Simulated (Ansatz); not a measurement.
The relaxed structure here is a generated cell of Te2Mo: the first start was made by placing the elements on the sites of a structure type, and the end was not matched to a known phase here, so it may be hypothetical. Known forms of Te2Mo include space group No. 194.

A relaxed structure of Te2Mo. Space group Pnnm (No. 58), AFLOW prototype AB2_oP6_58_a_g (as in Fe2C). Method: PBE (plane waves to 420 eV, PAW, scalar-relativistic; Ansatz, a program for electronic structure).

```cif
data_Mo2Te4
_chemical_formula_sum 'Mo2 Te4'
_space_group_name_H-M_alt 'P 1'
_space_group_IT_number 1
_cell_length_a 6.04010
_cell_length_b 6.83978
_cell_length_c 3.50462
_cell_angle_alpha 90.000
_cell_angle_beta 90.000
_cell_angle_gamma 90.000
loop_
_space_group_symop_operation_xyz
  'x, y, z'
loop_
_atom_site_label
_atom_site_type_symbol
_atom_site_fract_x
_atom_site_fract_y
_atom_site_fract_z
_atom_site_occupancy
Mo1 Mo 0.50000 0.50000 0.50000 1
Mo2 Mo 0.00000 0.00000 0.00000 1
Te1 Te 0.69532 0.85411 0.50000 1
Te2 Te 0.19532 0.64589 0.00000 1
Te3 Te 0.80468 0.35411 0.00000 1
Te4 Te 0.30468 0.14589 0.50000 1
```

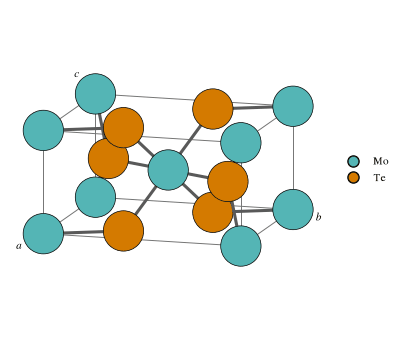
*The conventional cell of the relaxed structure*

- Volume per atom = 24.13 Å³
- Band gap = no gap (metallic)
- Shortest distances = Mo–Te 2.69 Å; Te–Te 3.09 Å; Mo–Mo 3.50 Å
- k-mesh = 8×7×13

Band energies at high-symmetry points (eV from the Fermi level; labels of this space group; no spin-orbit coupling), from −5 eV up to 3.9 eV:

```tsv
point	energies
Γ	-4.30 -4.16 -3.54 -3.24 -2.22 -2.13 -1.69 -1.16 -0.83 -0.53 -0.09 0.00 0.22 0.81 0.88 1.17 2.23
X	-3.50 -3.50 -3.34 -3.34 -2.31 -2.31 -1.26 -1.26 -1.18 -1.18 -0.66 -0.66 1.49 1.49 1.52 1.52 2.91 2.91 3.35 3.35
S	-3.97 -3.97 -2.51 -2.51 -2.42 -2.42 -2.07 -2.07 -1.50 -1.50 -0.03 -0.03 0.63 0.63 1.48 1.48 3.29 3.29 3.46 3.46
Y	-4.26 -4.26 -3.43 -3.43 -2.12 -2.12 -1.42 -1.42 -0.93 -0.93 -0.66 -0.66 1.15 1.15 1.26 1.26 2.57 2.57 3.54 3.54
Z	-4.62 -4.62 -3.71 -3.71 -3.64 -3.64 -3.37 -3.37 -1.65 -1.65 -0.32 -0.32 1.33 1.33 1.60 1.60 1.81 1.81 2.90 2.90
U	-4.14 -4.14 -3.78 -3.78 -2.91 -2.91 -0.96 -0.96 -0.33 -0.33 0.60 0.60 1.44 1.44 2.30 2.30
R	-3.52 -3.52 -3.46 -3.46 -2.21 -2.21 -1.44 -1.44 -0.47 -0.47 0.80 0.80 1.46 1.46 2.60 2.60 3.64 3.64
T	-4.32 -4.32 -3.88 -3.88 -3.48 -3.48 -2.07 -2.07 -1.99 -1.99 -1.21 -1.21 0.95 0.95 1.49 1.49 2.99 2.99 3.20 3.20
```

No spin polarisation in the result.

The run could not lose the symmetry of its start: the end is stationary, and may be a saddle point rather than a minimum.
